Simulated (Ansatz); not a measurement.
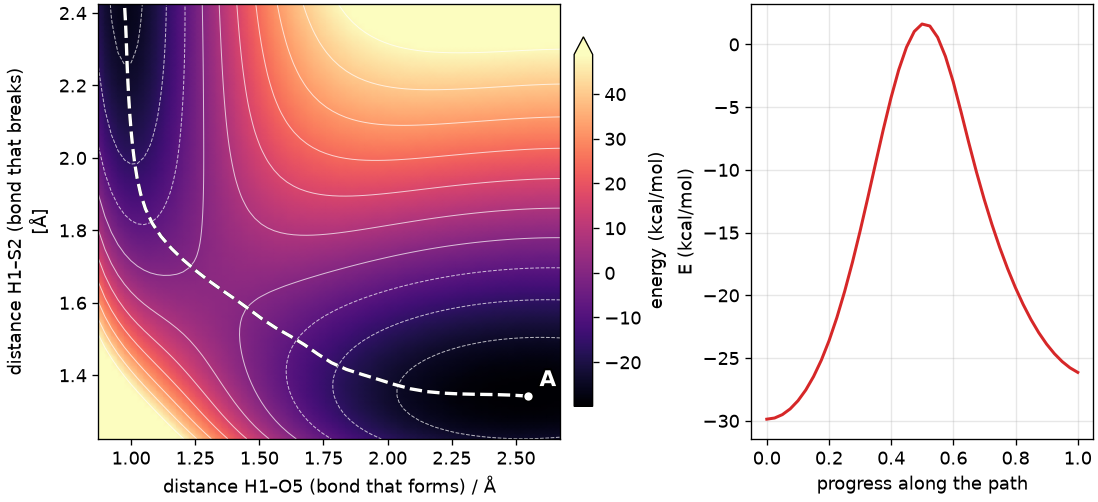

The reacting system C2H4OS (one molecule; an intramolecular 1,3-shift). Coordinates scanned: (1) distance H1–O5 (bond that forms); (2) distance H1–S2 (bond that breaks). Relaxed at each point: all other coordinates. The scan uses a 10 × 10 grid. Points are written as (first, second). Energies are in kcal/mol, from a guessed transition structure relaxed with its forming and breaking bonds held. The reference is spin-restricted, so regions where a bond is pulled apart into radicals lie too high. Computed with RKS CAM-B3LYP-D4/def2-SVP (Ansatz 0.2.0).

In the figure: a smooth colour map with a few white contour lines, a line along the lowest path, one colour for all values above the top of the scale, the energy along the path at the right, the start A. Between grid points the surface is interpolated.

Q: Describe the path and its barrier.

A: The easiest path runs from the side where the first distance is long, about (2.55 Å, 1.34 Å), to the side where the second distance is long, (0.988 Å, 2.424 Å). Its highest point, at (1.329 Å, 1.659 Å), lies about 31 kcal/mol above the start and 28 kcal/mol above the end on the interpolated surface. An end on the edge of the scan is no minimum, so the barrier from there is a lower bound.
